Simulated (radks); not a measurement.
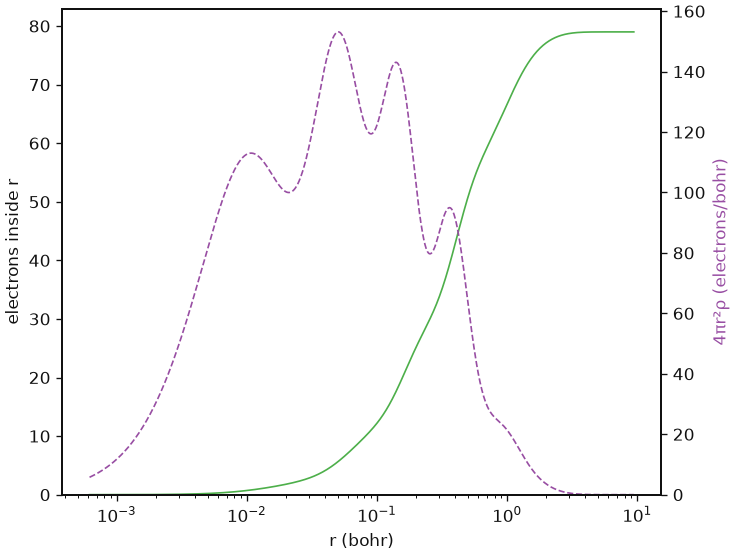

The Tl²⁺ ion in the configuration [Xe] 4f14 5d10 6s1. Theory: scalar-relativistic Kohn-Sham, PBE, spin-unpolarised, spherical densities, point nucleus (computed with the in-house radial solver radks).

The plot shows the number of electrons inside radius r (solid) and the radial density 4πr²ρ (dashed).

**Read the plot.**

The count levels off at 79 electrons. Half of them lie within 0.363 bohr, 90 % within 1.24 bohr and 99 % within 2.45 bohr. The radial density has minima at 0.0210, 0.0902 and 0.255 bohr, where the count stands at 1.9, 11.0 and 30.0; these part the shells that the density resolves.
